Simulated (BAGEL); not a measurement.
**Si2H6O (disiloxane), step by step**

Wanted: a single-point energy (HF/6-31G*), then the energy (NEVPT2(2,2)/6-31G*), then a single-point energy (CASPT2(2,2)/6-31G*) of Si2H6O (disiloxane). 

The results are computed with BAGEL 1.2.2.

2 further runs of the same task are left out: 2 set aside as unsound or not needed.

## (1) Starting point

Si2H6O: 9 atoms, total charge 0, spin state singlet. As SMILES, `[SiH3]O[SiH3]`. The O2–Si3 distance was set to 3.758 Å, away from the relaxed value. At this shape a bond of the SMILES string is far longer than usual.

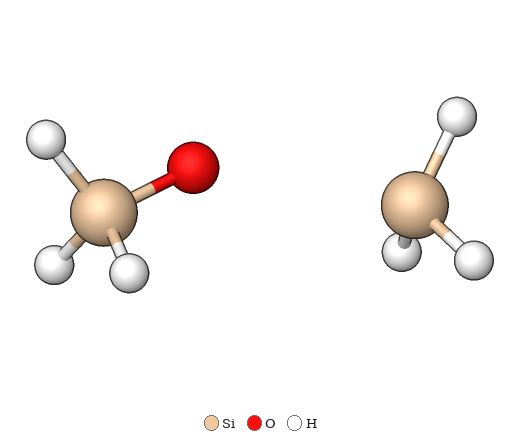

The structure, seen from a chosen angle (silicon light orange, oxygen red, hydrogen white).

## (2) The energy at HF/6-31G(d) (density fitting with svp-jkfit, spherical functions) (run 1)

hf.json reads:

```json
{ "bagel" : [

{
  "title" : "molecule",
  "basis" : "6-31gs.json",
  "df_basis" : "svp-jkfit",
  "geometry" : [
    { "atom" : "Si", "xyz" : [    -2.20212998,     4.76475923,    -4.50660185 ] },
    { "atom" : "O", "xyz" : [    -0.05570346,     2.94746631,    -3.23266188 ] },
    { "atom" : "Si", "xyz" : [     1.46561489,    -1.96306640,     1.66626601 ] },
    { "atom" : "H", "xyz" : [    -4.23732722,     3.20369427,    -5.65204045 ] },
    { "atom" : "H", "xyz" : [    -0.97446940,     6.31388112,    -6.49213709 ] },
    { "atom" : "H", "xyz" : [    -3.32817998,     6.44680445,    -2.55857768 ] },
    { "atom" : "H", "xyz" : [     4.20326113,    -2.53814785,     1.51179980 ] },
    { "atom" : "H", "xyz" : [    -0.01759335,    -4.30026077,     1.18822199 ] },
    { "atom" : "H", "xyz" : [     0.84714532,    -0.99752973,     4.23092672 ] }
  ]
},

{
  "title" : "hf"
},

{
  "title" : "print",
  "file" : "orbitals.molden",
  "orbitals" : "true"
}

]}
```

The basis set 6-31G* is read from a file made from the Basis Set Exchange's data (not shown).

Started as:

```sh
$ BAGEL_NUM_THREADS=1 BAGEL hf.json > hf.out
```

The program printed:

```text
* using 1 threads per process

  ===============================================================
  ===============================================================

  *** Geometry ***

  { "atom" : "Si", "xyz" : [     -2.202130,      4.764759,     -4.506602 ] },
  { "atom" : "O", "xyz" : [     -0.055703,      2.947466,     -3.232662 ] },
  { "atom" : "Si", "xyz" : [      1.465615,     -1.963066,      1.666266 ] },
  { "atom" : "H", "xyz" : [     -4.237327,      3.203694,     -5.652040 ] },
  { "atom" : "H", "xyz" : [     -0.974469,      6.313881,     -6.492137 ] },
  { "atom" : "H", "xyz" : [     -3.328180,      6.446804,     -2.558578 ] },
  { "atom" : "H", "xyz" : [      4.203261,     -2.538148,      1.511800 ] },
  { "atom" : "H", "xyz" : [     -0.017593,     -4.300261,      1.188222 ] },
  { "atom" : "H", "xyz" : [      0.847145,     -0.997530,      4.230927 ] },

  Number of auxiliary basis functions:      441

  Since a DF basis is specified, we compute 2- and 3-index integrals:
    o Being stored without compression. Storage requirement is 0.014 GB

  Number of basis functions:       62
  Number of electrons      :       42

    * METHOD: MOLECULE                             0.18

  *** RHF ***

  === Nuclear Repulsion ===
   119.3777241454

      * DIIS with orbital gradients will be used.

  === RHF iteration (6-31gs.json) ===
      0       -655.63826368          0.02827530           0.05
      1       -654.67284829          0.04808596           0.04
      2       -655.91152133          0.01016707           0.04
      3       -655.95644040          0.00376486           0.04
      4       -655.96604176          0.00124082           0.04
      5       -655.97058566          0.00105004           0.04
      6       -655.97243467          0.00062508           0.04
      7       -655.97356318          0.00026046           0.04
      8       -655.97358646          0.00016110           0.04
      9       -655.97365690          0.00006203           0.04
     10       -655.97366802          0.00003417           0.05
     11       -655.97366939          0.00000570           0.04
     12       -655.97366947          0.00000352           0.04
     13       -655.97366953          0.00000263           0.05
     14       -655.97366957          0.00000199           0.05
     15       -655.97366960          0.00000116           0.04
     16       -655.97366962          0.00000049           0.04
     17       -655.97366962          0.00000018           0.04
     18       -655.97366962          0.00000015           0.04
     19       -655.97366962          0.00000005           0.04
     20       -655.97366962          0.00000002           0.04
     21       -655.97366962          0.00000001           0.04
     22       -655.97366962          0.00000001           0.04
    * SCF iteration converged.

    * Permanent dipole moment:
           (   -1.081293,     2.986700,    -2.930268) a.u.

    * METHOD: HF                                   1.15

    * METHOD: PRINT                                0.01

  ===============================================================
```

Run time: 1.6 s. Hardware: 1 thread of Arm Neoverse V2, shared host; peak memory 0.15 GiB.

## (3) A single-point energy at NEVPT2(2,2)/6-31G(d) (density fitting with svp-jkfit, spherical functions) (run 2)

nevpt2.json reads:

```json
{ "bagel": [

{
  "title": "molecule",
  "basis": "6-31gs.json",
  "df_basis": "svp-jkfit",
  "geometry": [
    { "atom": "Si", "xyz": [    -2.20212998,     4.76475923,    -4.50660185 ] },
    { "atom": "O", "xyz": [    -0.05570346,     2.94746631,    -3.23266188 ] },
    { "atom": "Si", "xyz": [     1.46561489,    -1.96306640,     1.66626601 ] },
    { "atom": "H", "xyz": [    -4.23732722,     3.20369427,    -5.65204045 ] },
    { "atom": "H", "xyz": [    -0.97446940,     6.31388112,    -6.49213709 ] },
    { "atom": "H", "xyz": [    -3.32817998,     6.44680445,    -2.55857768 ] },
    { "atom": "H", "xyz": [     4.20326113,    -2.53814785,     1.51179980 ] },
    { "atom": "H", "xyz": [    -0.01759335,    -4.30026077,     1.18822199 ] },
    { "atom": "H", "xyz": [     0.84714532,    -0.99752973,     4.23092672 ] }
  ]
},

{
  "title": "hf"
},

{
  "title": "nevpt2",
  "nstate": 1,
  "nact": 2,
  "nclosed": 20,
  "active": [19, 22],
  "maxiter": 200,
  "natocc": true,
  "ncore": 11
},

{
  "title": "print",
  "file": "orbitals.molden",
  "orbitals": true
}

]}
```

The basis set 6-31G* is read from a file made from the Basis Set Exchange's data (not shown).

Started as:

```sh
$ BAGEL_NUM_THREADS=1 BAGEL nevpt2.json > nevpt2.out
```

The program printed:

```text
* using 1 threads per process

  ===============================================================
  ===============================================================

  *** Geometry ***

  { "atom" : "Si", "xyz" : [     -2.202130,      4.764759,     -4.506602 ] },
  { "atom" : "O", "xyz" : [     -0.055703,      2.947466,     -3.232662 ] },
  { "atom" : "Si", "xyz" : [      1.465615,     -1.963066,      1.666266 ] },
  { "atom" : "H", "xyz" : [     -4.237327,      3.203694,     -5.652040 ] },
  { "atom" : "H", "xyz" : [     -0.974469,      6.313881,     -6.492137 ] },
  { "atom" : "H", "xyz" : [     -3.328180,      6.446804,     -2.558578 ] },
  { "atom" : "H", "xyz" : [      4.203261,     -2.538148,      1.511800 ] },
  { "atom" : "H", "xyz" : [     -0.017593,     -4.300261,      1.188222 ] },
  { "atom" : "H", "xyz" : [      0.847145,     -0.997530,      4.230927 ] },

  Number of auxiliary basis functions:      441

  Since a DF basis is specified, we compute 2- and 3-index integrals:
    o Being stored without compression. Storage requirement is 0.014 GB

  Number of basis functions:       62
  Number of electrons      :       42

    * METHOD: MOLECULE                             0.17

  *** RHF ***

  === Nuclear Repulsion ===
   119.3777241454

      * DIIS with orbital gradients will be used.

  === RHF iteration (6-31gs.json) ===
      0       -655.63826368          0.02827530           0.05
      1       -654.67284829          0.04808596           0.04
      2       -655.91152133          0.01016707           0.04
      3       -655.95644040          0.00376486           0.04
      4       -655.96604176          0.00124082           0.04
      5       -655.97058566          0.00105004           0.04
      6       -655.97243467          0.00062508           0.04
      7       -655.97356318          0.00026046           0.04
      8       -655.97358646          0.00016110           0.04
      9       -655.97365690          0.00006203           0.04
     10       -655.97366802          0.00003417           0.04
     11       -655.97366939          0.00000570           0.04
     12       -655.97366947          0.00000352           0.04
     13       -655.97366953          0.00000263           0.05
     14       -655.97366957          0.00000199           0.04
     15       -655.97366960          0.00000116           0.04
     16       -655.97366962          0.00000049           0.04
     17       -655.97366962          0.00000018           0.04
     18       -655.97366962          0.00000015           0.04
     19       -655.97366962          0.00000005           0.04
     20       -655.97366962          0.00000002           0.04
     21       -655.97366962          0.00000001           0.04
     22       -655.97366962          0.00000001           0.04
    * SCF iteration converged.

    * Permanent dipole moment:
           (   -1.081293,     2.986700,    -2.930268) a.u.

    * METHOD: HF                                   1.13

    * freezing 11 orbitals
  ---------------------------
      CASSCF calculation
  ---------------------------

    ==== Active orbitals : =====
         Orbital 19
         Orbital 22
    ============================

    * nstate   :      1
    * nclosed  :     20
    * nact     :      2
    * nvirt    :     40
  === CASSCF iteration (6-31gs.json) ===

    * Using the second-order algorithm

      0  0      -655.97392759     2.55e-04      0.02

      1  0      -655.98089821     4.01e-03      0.25

      2  0      -656.00318282     4.00e-03      0.25

      3  0      -656.03955746     1.09e-02      0.29

      4  0      -656.07403291     8.28e-03      0.26

      5  0      -656.09047214     3.38e-03      0.31

      6  0      -656.09342255     1.10e-03      0.32

      7  0      -656.09374900     3.46e-04      0.31

      8  0      -656.09378148     1.08e-04      0.33

      9  0      -656.09378463     3.35e-05      0.34

     10  0      -656.09378494     1.04e-05      0.32

     11  0      -656.09378497     3.22e-06      0.33

     12  0      -656.09378497     1.00e-06      0.33

     13  0      -656.09378497     3.10e-07      0.32

     14  0      -656.09378497     9.63e-08      0.30

     15  0      -656.09378497     2.99e-08      0.30

     16  0      -656.09378497     9.28e-09      0.22

    * Second-order optimization converged. *

     guess   0:   closed 1.                   open ..

  === FCI iteration ===

      0  0      -655.90991243     1.14e-01      0.00
      1  0      -656.07347621     3.92e-02      0.00
      2  0 *    -656.09378497     3.69e-16      0.00

     * ci vector, state   0, <S^2> = 0.0000
       2.     0.7534347342
       .2    -0.6575227003

  === DF-NEVPT2 calculation ===

    * 3-index integral transformation done
    * assembly done

      NEVPT2 correlation energy:   -0.2837688223      0.06

          (+0)     -0.2110779241
          (+0)'    -0.0107780216
          (+1)     -0.0135528833
          (+1)'    -0.0000000000
          (+2)     -0.0000282364
          (-1)     -0.0482423956
          (-1)'     0.0000000000
          (-2)     -0.0000893613

      NEVPT2 total energy:       -656.3775537926

    * METHOD: NEVPT2                               5.06

    * METHOD: PRINT                                0.01

  ===============================================================
```

Wall time 6.6 s (1 thread of Arm Neoverse V2, shared host); peak memory 0.15 GiB.

## (4) The energy at CASPT2(2,2)/6-31G(d) (density fitting with svp-jkfit, spherical functions) (run 3)

calc.json reads:

```json
{ "bagel": [

{
  "title": "molecule",
  "basis": "6-31gs.json",
  "df_basis": "svp-jkfit",
  "angstrom": "false",
  "geometry": [
    { "atom": "Si", "xyz": [    -2.20212998,     4.76475923,    -4.50660185 ] },
    { "atom": "O", "xyz": [    -0.05570346,     2.94746631,    -3.23266188 ] },
    { "atom": "Si", "xyz": [     1.46561489,    -1.96306640,     1.66626601 ] },
    { "atom": "H", "xyz": [    -4.23732722,     3.20369427,    -5.65204045 ] },
    { "atom": "H", "xyz": [    -0.97446940,     6.31388112,    -6.49213709 ] },
    { "atom": "H", "xyz": [    -3.32817998,     6.44680445,    -2.55857768 ] },
    { "atom": "H", "xyz": [     4.20326113,    -2.53814785,     1.51179980 ] },
    { "atom": "H", "xyz": [    -0.01759335,    -4.30026077,     1.18822199 ] },
    { "atom": "H", "xyz": [     0.84714532,    -0.99752973,     4.23092672 ] }
  ]
},

{ "title": "hf" },

{ "title": "casscf", "nstate": 1, "nact": 2, "nclosed": 20, "active": [19, 22], "maxiter": 200, "natocc": "true" },

{ "title": "print", "file": "orbitals.molden", "orbitals": "true" },

{ "title": "smith", "method": "caspt2", "ms": "true", "xms": "true", "sssr": "true", "shift": 0.2, "shift_imag": "true", "ncore": 11 }

]}
```

The basis set 6-31G* is read from a file made from the Basis Set Exchange's data (not shown).

Started as:

```sh
$ BAGEL_NUM_THREADS=1 BAGEL calc.json > calc.out
```

The program printed:

```text
* using 1 threads per process

  ===============================================================
  ===============================================================

  *** Geometry ***

  { "atom" : "Si", "xyz" : [     -2.202130,      4.764759,     -4.506602 ] },
  { "atom" : "O", "xyz" : [     -0.055703,      2.947466,     -3.232662 ] },
  { "atom" : "Si", "xyz" : [      1.465615,     -1.963066,      1.666266 ] },
  { "atom" : "H", "xyz" : [     -4.237327,      3.203694,     -5.652040 ] },
  { "atom" : "H", "xyz" : [     -0.974469,      6.313881,     -6.492137 ] },
  { "atom" : "H", "xyz" : [     -3.328180,      6.446804,     -2.558578 ] },
  { "atom" : "H", "xyz" : [      4.203261,     -2.538148,      1.511800 ] },
  { "atom" : "H", "xyz" : [     -0.017593,     -4.300261,      1.188222 ] },
  { "atom" : "H", "xyz" : [      0.847145,     -0.997530,      4.230927 ] },

  Number of auxiliary basis functions:      441

  Since a DF basis is specified, we compute 2- and 3-index integrals:
    o Being stored without compression. Storage requirement is 0.014 GB

  Number of basis functions:       62
  Number of electrons      :       42

    * METHOD: MOLECULE                             0.18

  *** RHF ***

  === Nuclear Repulsion ===
   119.3777241454

      * DIIS with orbital gradients will be used.

  === RHF iteration (6-31gs.json) ===
      0       -655.63826368          0.02827530           0.05
      1       -654.67284829          0.04808596           0.04
      2       -655.91152133          0.01016707           0.04
      3       -655.95644040          0.00376486           0.04
      4       -655.96604176          0.00124082           0.04
      5       -655.97058566          0.00105004           0.04
      6       -655.97243467          0.00062508           0.04
      7       -655.97356318          0.00026046           0.04
      8       -655.97358646          0.00016110           0.04
      9       -655.97365690          0.00006203           0.04
     10       -655.97366802          0.00003417           0.04
     11       -655.97366939          0.00000570           0.04
     12       -655.97366947          0.00000352           0.04
     13       -655.97366953          0.00000263           0.05
     14       -655.97366957          0.00000199           0.04
     15       -655.97366960          0.00000116           0.04
     16       -655.97366962          0.00000049           0.04
     17       -655.97366962          0.00000018           0.04
     18       -655.97366962          0.00000015           0.04
     19       -655.97366962          0.00000005           0.04
     20       -655.97366962          0.00000002           0.04
     21       -655.97366962          0.00000001           0.04
     22       -655.97366962          0.00000001           0.04
    * SCF iteration converged.

    * Permanent dipole moment:
           (   -1.081293,     2.986700,    -2.930268) a.u.

    * METHOD: HF                                   1.15

  ---------------------------
      CASSCF calculation
  ---------------------------

    ==== Active orbitals : =====
         Orbital 19
         Orbital 22
    ============================

    * nstate   :      1
    * nclosed  :     20
    * nact     :      2
    * nvirt    :     40
  === CASSCF iteration (6-31gs.json) ===

    * Using the second-order algorithm

      0  0      -655.97392759     2.55e-04      0.02

      1  0      -655.98089821     4.01e-03      0.25

      2  0      -656.00318282     4.00e-03      0.26

      3  0      -656.03955746     1.09e-02      0.29

      4  0      -656.07403291     8.28e-03      0.27

      5  0      -656.09047214     3.38e-03      0.31

      6  0      -656.09342255     1.10e-03      0.32

      7  0      -656.09374900     3.46e-04      0.32

      8  0      -656.09378148     1.08e-04      0.33

      9  0      -656.09378463     3.35e-05      0.33

     10  0      -656.09378494     1.04e-05      0.32

     11  0      -656.09378497     3.22e-06      0.34

     12  0      -656.09378497     1.00e-06      0.33

     13  0      -656.09378497     3.10e-07      0.32

     14  0      -656.09378497     9.63e-08      0.31

     15  0      -656.09378497     2.99e-08      0.30

     16  0      -656.09378497     9.28e-09      0.21

    * Second-order optimization converged. *

     guess   0:   closed 1.                   open ..

  === FCI iteration ===

      0  0      -655.90991243     1.14e-01      0.00
      1  0      -656.07347621     3.92e-02      0.00
      2  0 *    -656.09378497     3.69e-16      0.00

     * ci vector, state   0, <S^2> = 0.0000
       2.     0.7534347342
       .2    -0.6575227003

    * METHOD: CASSCF                               4.95

    * METHOD: PRINT                                0.01

  === SMITH program ===

    * freezing 11 orbitals

    * Approximate memory requirement for SMITH calulation per MPI process:
      o Storage requirement for T-amplitude, lambda, and residual is 0.01 GB
      o Storage requirement for MO integrals is 0.00 GB
    * Calculating and saving rdm4f

    * Zeroth order energy : state  0       -0.3956239343

    * CASPT2 iteration is performed using orthogonal basis

      -------------------------------------------  CASPT2 iteration  ---------------------------------------------------
       #      aibj      arbs      arbi      airj      risj      airs      arst      rist         Etot      error   time
      ------------------------------------------------------------------------------------------------------------------

       0  -0.20984  -0.00012  -0.05337  -0.01525  -0.00005  -0.01070  -0.00000   0.00000   -0.2893209  0.0007268   0.02
       1  -0.20986  -0.00012  -0.05344  -0.01526  -0.00005  -0.01077  -0.00000  -0.00000   -0.2894835  0.0000827   0.02
       2  -0.20986  -0.00012  -0.05344  -0.01526  -0.00005  -0.01077  -0.00000  -0.00000   -0.2894860  0.0000126   0.02
       3  -0.20986  -0.00012  -0.05344  -0.01526  -0.00005  -0.01077  -0.00000  -0.00000   -0.2894861  0.0000021   0.02
       4  -0.20986  -0.00012  -0.05344  -0.01526  -0.00005  -0.01077   0.00000  -0.00000   -0.2894861  0.0000002   0.02

      ------------------------------------------------------------------------------------------------------------------

    * CASPT2 energy : state  0     -656.3852101201
        w/o shift correction       -656.3832710804
        reference weight              0.9029789525

    * METHOD: SMITH                                0.23

  ===============================================================
```

It took 6.9 s on 1 thread of Arm Neoverse V2, shared host; peak memory 0.15 GiB.

## (5) Outcome

```
                               quantity          value
         run 1, HF/6-31G*: total energy  -655.97367 Eh
        run 1, HF/6-31G*: dipole moment        10.98 D
          run 1, HF/6-31G*: HOMO energy       -8.04 eV
          run 1, HF/6-31G*: LUMO energy       -2.84 eV
        run 1, HF/6-31G*: HOMO–LUMO gap        5.20 eV
run 2, NEVPT2(2,2)/6-31G*: total energy  -656.37755 Eh
run 3, CASPT2(2,2)/6-31G*: total energy  -656.38521 Eh
```

One bond (run 1, HF/6-31G*) is far stretched, which a spin-restricted single reference describes badly; a broken-symmetry solution may lie lower.
